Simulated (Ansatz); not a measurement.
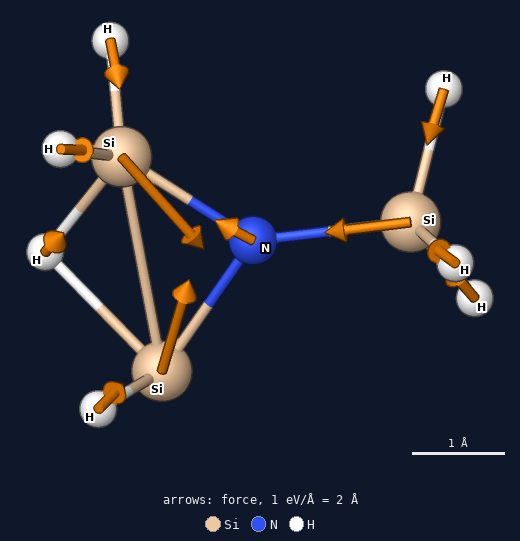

Starting geometry of Si$_{3}$NH$_{7}$ with the computed forces as orange arrows. Style: ball-and-stick. Shown face on.

The start comes from PBE-D4/def2-SVP.

These are results of Ansatz, RKS PBE0-D4/def2-TZVP, not measurements.

Input file:
```yaml
crystal:
  periodic: [false, false, false]
  atoms:
    - {symbol: Si, position_ang: [-0.770261, 1.660659, -0.344352]}
    - {symbol: N, position_ang: [-0.049831, 0.078233, -0.219610]}
    - {symbol: Si, position_ang: [0.168727, -1.150526, 0.955803]}
    - {symbol: Si, position_ang: [0.739535, -1.012141, -1.509582]}
    - {symbol: H, position_ang: [-1.308899, 1.831045, -1.740360]}
    - {symbol: H, position_ang: [-1.885064, 1.793091, 0.659818]}
    - {symbol: H, position_ang: [0.218044, 2.771469, -0.091297]}
    - {symbol: H, position_ang: [-1.062896, -1.730224, 1.584470]}
    - {symbol: H, position_ang: [1.333102, -1.094400, 1.897135]}
    - {symbol: H, position_ang: [2.202477, -0.947873, -0.968347]}
    - {symbol: H, position_ang: [0.480367, -2.256232, -0.203180]}
basis:
  gaussian: {orbitals: def2-TZVP}
hamiltonian: {xc: pbe0, dispersion: d4}
relax: {f_tol: 0.005, max_steps: 150}
```

Command:
```bash
ansatz run in.yaml --threads 4 --pin off --events-out ev --progress --plain --max-ram 10444MiB
```

Question: Is this structure relaxed? If not, where do the atoms go?

Answer: It isn't relaxed: the largest force vector, on Si3, is 0.74 eV/Å. The final displacements follow the starting forces only in part (cosine between the two patterns 0.33). H8 moves most after the best rigid fit: 0.20 Å. By element the largest moves are H 0.20 Å, N 0.16 Å, Si 0.06 Å. Among the contacts that change: N2–Si4 1.864 → 1.819 Å, Si3–H11 1.632 → 1.590 Å, Si4–H11 1.823 → 1.861 Å, Si3–Si4 2.534 → 2.497 Å. Bond angles that change, for instance: Si1–N2–Si3 138.8° → 135.5°, Si4–Si3–H11 45.8° → 48.1°, N2–Si3–H11 91.3° → 93.6°. The energy falls by 1.75 kcal/mol in 11 accepted moves (12 points after the start). The largest force component goes from 0.67 to 0.0038 eV/Å. The line search rejected the trial step at point 11 of the run. Cost: 46 s on 4 threads of Arm Neoverse V1 (shared host).
